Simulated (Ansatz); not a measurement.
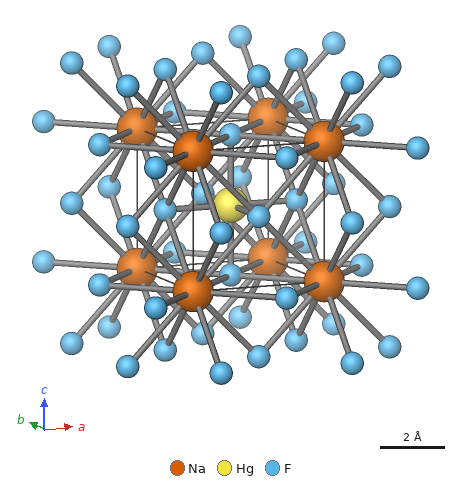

The starting point is crystalline NaHgF3 (built on the cubic perovskite type) at its r2SCAN-relaxed geometry. The picture is a ball-and-stick view of the cell of the calculation, seen slightly off an axis.

All numbers below come from Ansatz 0.2.0, DFT, r2SCAN, plane waves, PAW. Set-up: plane-wave cutoff 500 eV; k-point mesh 6 × 6 × 6; occupations fixed; no spin polarisation.

Now this is done to it. The cell is strained by +2.0 % along [1 −1 0], −2.0 % along [1 1 0], none along the third axis (volume 0.0 %). The atoms were relaxed with r2SCAN under that strain, and this is a single point on that geometry.

Predict the response.

Near-neighbour distances before and after: F–Na 3.181 → 3.118 to 3.245 Å. The space group (tolerance 0.01 Å) goes from Pm-3m (No. 221) to Cmmm (No. 65). The energy changes by less than 1 meV per atom. The pressure goes from 0.0 to 0.0 GPa. The principal stresses (compression positive) are −0.2 GPa along [1 −1 0] and none across it. All forces vanish by symmetry.

The changed structure in the same view:

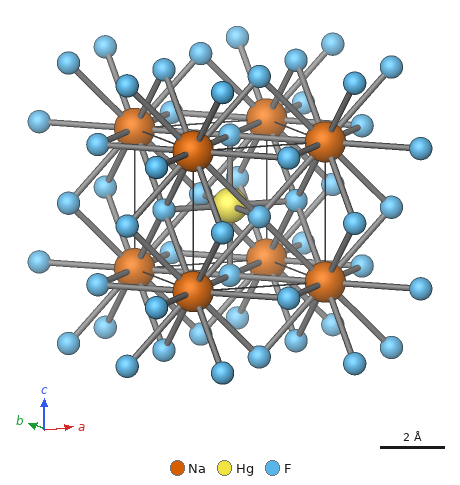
